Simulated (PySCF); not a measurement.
RbH

```xyz
2

Rb    0.0000    0.0000   -0.0277
H     0.0000    0.0000    2.3343
```

These are results of PySCF, PBE0/jorge-DZP-DKH, spin-free X2C-1e, Gaussian nucleus, at a bond length of 2.362 Å, not measurements.

> Predict the electron density and electron localisation function between the atoms.

Rb–H (2.36 Å): ρ is about 0.29 e/Å³ halfway; the ELF climbs to about 1 towards the hydrogen.

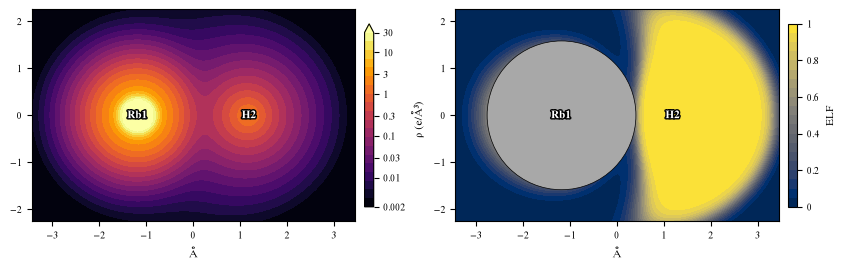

Computed electron density and electron localisation function on a plane that holds the molecular axis, in this order. Grey discs cover the atomic cores in the ELF map. 
